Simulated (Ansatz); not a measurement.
# A computed series for Al2O3: response to strain

The parent structure is Al2O3 in the corundum structure (space group R-3c, No. 167; a = 4.729 Å, c = 12.892 Å (hexagonal axes)).

Strains are applied to the cell and any free atomic positions relax.

Computed with Ansatz (an electronic-structure program) LDA, spin-orbit coupling left out.

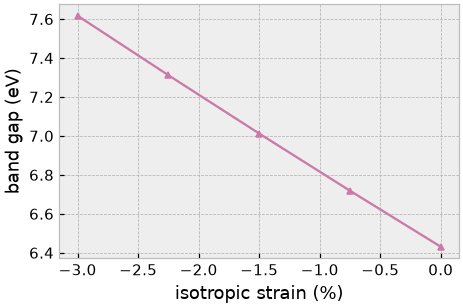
Figure. Band gap against isotropic strain

```json
[
 {"isotropic strain (%)": "-3", "band gap": "7.62 eV"},
 {"isotropic strain (%)": "-2.25", "band gap": "7.31 eV"},
 {"isotropic strain (%)": "-1.5", "band gap": "7.01 eV"},
 {"isotropic strain (%)": "-0.75", "band gap": "6.72 eV"}
]
```

No phonon test of stability was made.
